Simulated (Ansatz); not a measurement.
**ClH2SSi (SMILES S[SiH-]Cl) (charge −1): density, localisation and related maps**

```xyz
5

S    -1.3934   -0.3608    0.0996
Si    0.8609   -0.2263   -0.2646
Cl    1.2643   -2.1420   -1.3902
H    -1.8695   -0.4338   -1.1798
H     0.7069    0.6169   -1.5705
```

The highest occupied orbital lies above zero, a sign that basis and functional describe the outermost electron poorly.

Level of theory: RKS PBE-D4/def2-SVP in Ansatz.

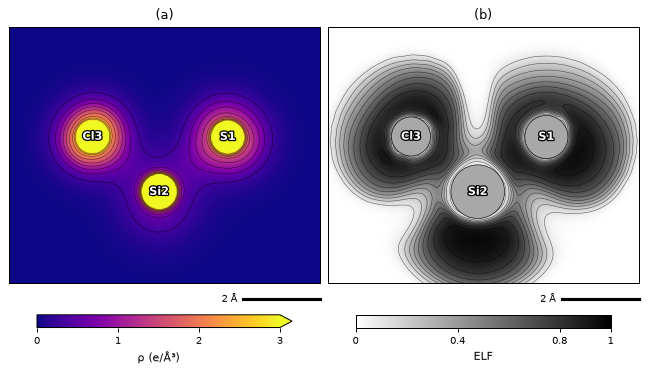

Figure 1. (a) electron density; (b) electron localisation function on the plane of atoms S1, Si2 and Cl3. Grey discs cover the atomic cores in the ELF map.

Q: Interpret the plot.

A: The section cuts through S, Si and Cl sites.
Si–Cl (2.26 Å): ρ is about 0.57 e/Å³ halfway, with its minimum of 0.45 e/Å³ about 0.8 Å from Si; the ELF peaks at about 0.85 between the atoms; a shared but strongly polarised pair.
Si–S (2.29 Å): ρ at the midpoint is about 0.6 e/Å³, with its minimum of 0.49 e/Å³ about 0.8 Å from Si; the ELF peaks at about 0.90 between the atoms, as expected for localised, covalent bonding.
The ELF also peaks beside Si2, Cl3 and S1, away from the bonds: lone-pair regions.

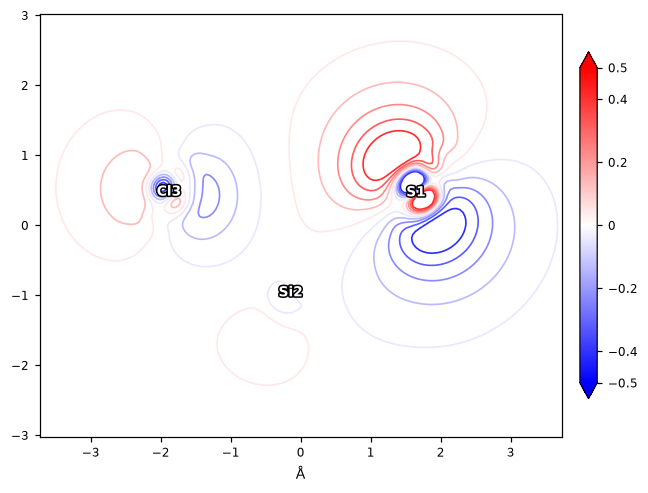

Figure 2. The HOMO−1 on the plane of atoms S1, Si2 and Cl3 (values in Å⁻³ᐟ²; the overall sign is arbitrary).

Q: Describe this orbital and give its energy.

A: Its weight (Hirshfeld) is mainly on S1 (about 80 %) and Cl3 (about 10 %); largely a lone pair of S1. Its energy is −0.64 eV.

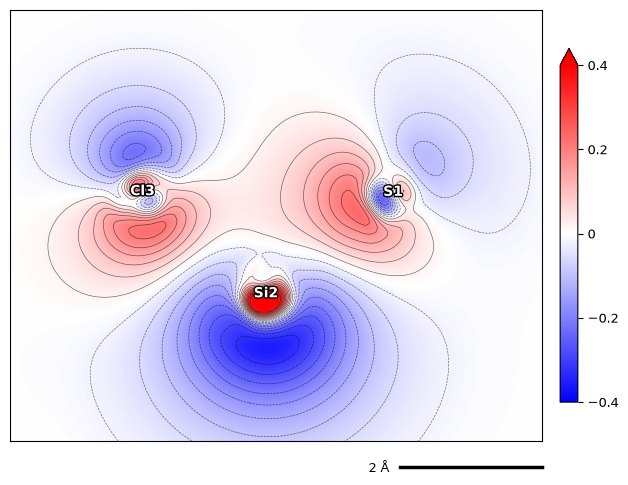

Figure 3. The HOMO on the plane of atoms S1, Si2 and Cl3 (values in Å⁻³ᐟ²; the overall sign is arbitrary).

Q: Where does this orbital lie, and at what energy?

A: Its weight (Hirshfeld) is mainly on Si2 (about 65 %), Cl3 (about 15 %), H5 (about 10 %) and S1 (about 10 %). Its energy is 0.45 eV.
